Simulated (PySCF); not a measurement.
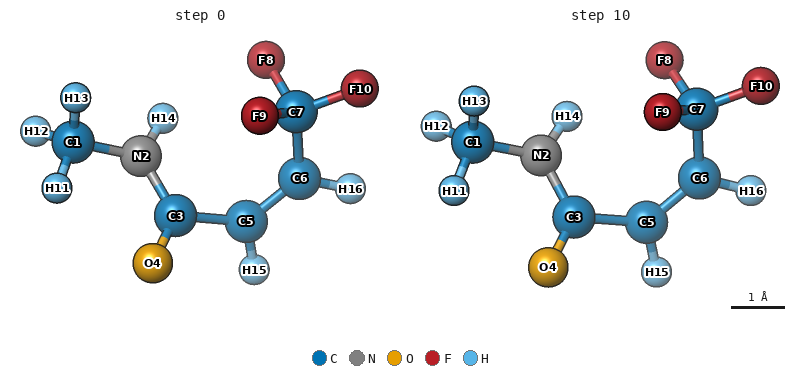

The structure of C5H6F3NO before (left) and after (right) a relaxation, at one scale.

The picture is a ball-and-stick view, seen from a free direction.

The start comes from GFN2-xTB.

All numbers below come from PBE0-D3(BJ)/def2-SVP geometry optimisation, gas phase in PySCF 2.14.0, density-fitted response routines. 

Q: Summarise the run.

A: The largest move after the best rigid fit is that of O4, 0.19 Å. By element the largest moves are O 0.19 Å, H 0.16 Å, F 0.12 Å, C 0.06 Å, N 0.04 Å. Among the contacts that change: C5–H15 1.081 → 1.094 Å, C5–C6 1.326 → 1.335 Å, C1–H11 1.088 → 1.097 Å, N2–C3 1.346 → 1.354 Å. Bond angles that change, for instance: C5–C6–H16 122.4° → 120.2°. The energy falls by 0.044 eV in 10 geometry steps. Largest force component: 0.75 eV/Å at the start, 0.012 eV/Å at the end.
